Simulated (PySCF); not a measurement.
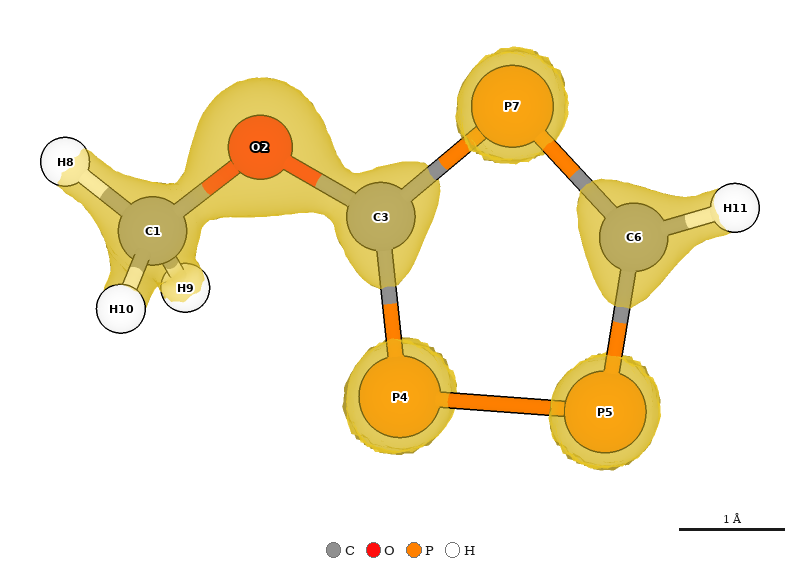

C3H4OP3 (charge −1). Isosurface of the electron density at 1.5 e/Å³ (yellow), seen at a tilt.

Geometry: GFN2-xTB.

The calculation used CAM-B3LYP/def2-SVPD, SCF density, gas phase in PySCF 2.14.0.

Input

```
{"job": {"kind": "uv", "xc": "CAM-B3LYP", "basis": "def2-SVPD", "nstates": 8, "ntriplets": 3}, "charge": -1, "multiplicity": 1}
C     -2.201870    -0.016550    -0.030531
O     -1.137588     0.556999     0.660033
C      0.116786     0.192712     0.228032
P      0.379984    -0.906194    -1.093921
P      2.475905    -0.892554    -1.068438
C      2.699494     0.196803     0.245224
P      1.413657     0.939886     1.134942
H     -3.119148     0.364695     0.421829
H     -2.167565     0.247211    -1.095602
H     -2.172156    -1.111646     0.040357
H      3.717924     0.431308     0.532109
```

Launched as:

```sh
OMP_NUM_THREADS=1 python probes_run.py task.json out
```

> Which contacts does the surface bridge?

At this value the surface falls into five separate pieces. It bridges the sampled C–O (1.38 Å) and C–H (1.08 Å) contacts, where the density stays above the isovalue. It is pinched off along the sampled C–P (1.72 Å) and P–P (2.10 Å) contacts. On the grid the lowest density along these lines, outside the cores, is 1.8 e/Å³ (C–O, 1.38 Å), 1.1 e/Å³ (C–P, 1.72 Å), 0.95 e/Å³ (P–P, 2.10 Å) and 1.8 e/Å³ (C–H, 1.08 Å).
